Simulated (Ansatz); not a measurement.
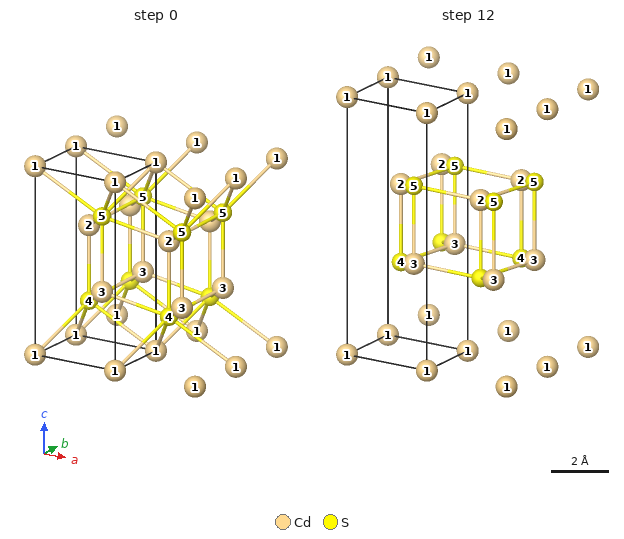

The structure of solid Cd₃S₂ (built on the A-type sesquioxide_164 type) (coarse preliminary run) before (left) and after (right) a relaxation, at one scale.

A ball-and-stick model of the cell of the calculation, repeated 2 × 2 × 1 with one cell outlined, seen slightly off an axis.

Case: anti-A-type sesquioxide type (P-3m1, No. 164).

Theory: DFT PBE, scalar-relativistic, plane waves, PAW (Ansatz 0.2.0). Set-up: plane-wave cutoff 420 eV; k-point mesh 6 × 6 × 4; occupations gaussian; smearing width 0.1 eV; no spin polarisation; cell and atoms relaxed; force threshold 0.04 eV/Å; at most 70 steps.

Question: What changed between the two?

Answer: The energy falls by 0.824 eV per cell of the calculation in 10 accepted moves (12 points after the start). Largest force component: 0.25 eV/Å at the start, 0.0019 eV/Å at the end. Pressure: 5.55 GPa at the start and 0.13 GPa at the end. The SCF was repeated twice at an unchanged geometry on a basis and grid sized afresh for the cell, which shifted the energy by 45.9 meV per cell of the calculation at most. The largest moves relative to the cell, 0.78 Å, are those of S4 and S5. S5 goes along −c. By element the largest moves are S 0.78 Å, Cd 0.12 Å. The volume changes by +36.0 %, with a = b 4.353 → 4.342 Å (−0.3 %), c 6.773 → 9.259 Å (+36.7 %). Among the contacts that change: Cd1–S4 3.012 → 3.944 Å, Cd2–S4 2.709 → 2.804 Å, Cd2–S5 2.621 → 2.533 Å. Bonds break: Cd1–S4 (3.01 → 3.94 Å), Cd1–S5 (3.01 → 3.94 Å). Bond angles that change, for instance: S4–Cd3–S5 106.5° → 98.3°, Cd2–S4–Cd3 73.5° → 81.7°, Cd3–S4–Cd3 112.3° → 118.0°. The space group stays P-3m1 (No. 164). The run took 46 s on 1 thread of Intel(R) Xeon(R) 6975P-C (Granite Rapids), on a shared host, peak memory 0.47 GiB.
